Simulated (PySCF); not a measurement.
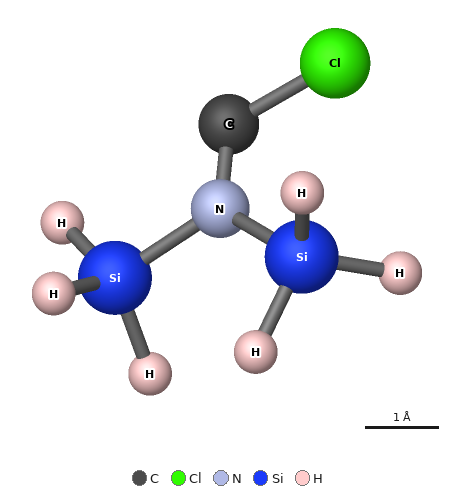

The structure as given in the input (ball-and-stick view, seen at a tilt). Bond lengths as drawn: C–Cl 1.79 Å, C–N 1.32 Å, H–Si 1.48 to 1.49 Å and N–Si 1.81 to 1.82 Å.

Core-level calculation of CH6ClNSi2

- system: CH6ClNSi2, SMILES [SiH3]N([SiH3])[C]Cl
- method: delta-SCF UKS SCAN, pcX-2 on the ionised atom, pcseg-1 elsewhere, spin-free X2C (PySCF 2.14.0)

Figures and captions count atoms from 1; the log counts them from 0 in places.

Output
```
ground state, core basis on atom 0 (C), 143 functions
  cycle   1  E = -1137.93581721  |g| = 3.25e-01
  cycle   2  E = -1137.92017597  |g| = 3.99e-01
  cycle   3  E = -1137.95834539  |g| = 1.19e-01
  cycle   4  E = -1137.96141963  |g| = 4.12e-02
  cycle   5  E = -1137.96195589  |g| = 8.30e-03
  cycle   6  E = -1137.96196884  |g| = 5.05e-03
  cycle   7  E = -1137.96197678  |g| = 1.36e-03
  cycle   8  E = -1137.96197725  |g| = 2.13e-04
  E(ground) = -1138.03453123 Eh
hole in C 1s of atom 0
  cycle   1  E = -1126.63106511  |g| = 1.48e+00
  cycle   2  E = -1123.22979982  |g| = 2.76e+00
[... 12 cycles left out ...]
  E(ion) = -1127.28544864 Eh   <S^2> = 0.9186   hole on atom = 1.000   binding energy = 292.497 eV
ground state, core basis on atom 1 (Cl), 154 functions
[... 7 cycles left out ...]
  E(ground) = -1138.20285321 Eh
hole in Cl 2p of atom 1
[... 10 cycles left out ...]
  E(ion) = -1130.62553557 Eh   <S^2> = 0.7538   hole on atom = 1.001   binding energy = 206.189 eV
  2p3/2 = 205.605 eV   2p1/2 = 207.259 eV
ground state, core basis on atom 2 (N), 143 functions
[... 6 cycles left out ...]
  E(ground) = -1138.04562705 Eh
hole in N 1s of atom 2
[... 10 cycles left out ...]
  E(ion) = -1123.13797316 Eh   <S^2> = 0.7697   hole on atom = 1.000   binding energy = 405.658 eV
ground state, core basis on atom 3 (Si), 154 functions
[... 6 cycles left out ...]
  E(ground) = -1138.08672013 Eh
hole in Si 2p of atom 3
[... 10 cycles left out ...]
  E(ion) = -1134.11696993 Eh   <S^2> = 0.7520   hole on atom = 1.003   binding energy = 108.022 eV
  2p3/2 = 107.779 eV   2p1/2 = 108.403 eV
ground state, core basis on atom 4 (Si), 154 functions
[... 7 cycles left out ...]
  E(ground) = -1138.08566584 Eh
hole in Si 2p of atom 4
  cycle   1  E = -1133.74939108  |g| = 1.23e+00
  cycle   2  E = -1132.64159940  |g| = 1.61e+00
  cycle   3  E = -1133.53392263  |g| = 9.63e-01
  cycle   4  E = -1134.04720775  |g| = 2.30e-01
  cycle   5  E = -1134.06314057  |g| = 1.68e-01
  cycle   6  E = -1134.07718145  |g| = 4.79e-02
  cycle   7  E = -1134.07825900  |g| = 2.02e-02
  cycle   8  E = -1134.07851081  |g| = 5.17e-03
  cycle   9  E = -1134.07852899  |g| = 1.16e-03
  cycle  10  E = -1134.07853018  |g| = 2.95e-04
  E(ion) = -1134.11969748 Eh   <S^2> = 0.7540   hole on atom = 1.002   binding energy = 107.919 eV
  2p3/2 = 107.675 eV   2p1/2 = 108.300 eV
```

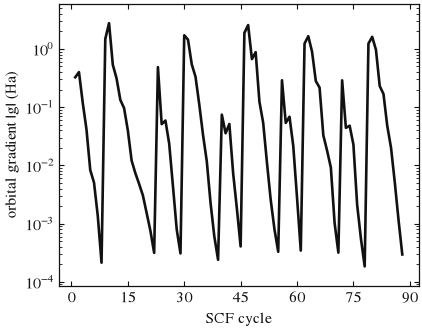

Convergence of the self-consistent field: orbital gradient |g| against the SCF cycle. All cycles printed in the log are drawn one after another.

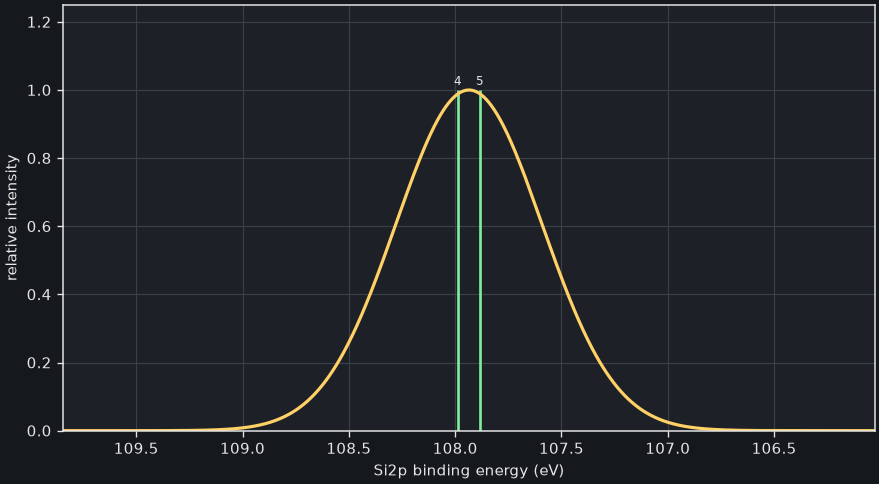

Si2p binding energies by ΔSCF of the atoms computed, labelled by atom number, with a Gaussian envelope of 0.8 eV full width. They run from 107.88 eV (atom 5) to 107.99 eV (atom 4).

The run was set up as follows.

Input file
```
{"job": {"kind": "xps", "holes": 5}, "charge": 0, "multiplicity": 1}
C     -0.584236     1.944501     0.120457
Cl     0.809396     3.060919     0.086320
N     -0.137409     0.698552     0.176588
Si    -1.452451    -0.537197     0.219688
Si     1.605570     0.170975     0.217760
H     -2.758596     0.158966     0.161496
H     -1.252558    -1.445210    -0.946240
H     -1.293208    -1.318990     1.479562
H      1.491577    -1.316246     0.281714
H      2.303357     0.569070    -1.031003
H      2.277219     0.677037     1.441762
```

The first line tells a small driver script what to run in PySCF; the rest is the geometry in Å.

Command:
```bash
OMP_NUM_THREADS=1 python <driver script> task.json out
```

Results in brief

| quantity | value |
| --- | --- |
| outcome | converged |
| hardware | 1 CPU thread, shared host |
| wall time | 29 s |
| peak memory | 0.59 GiB |

Notes

The core-hole state is spin-contaminated.
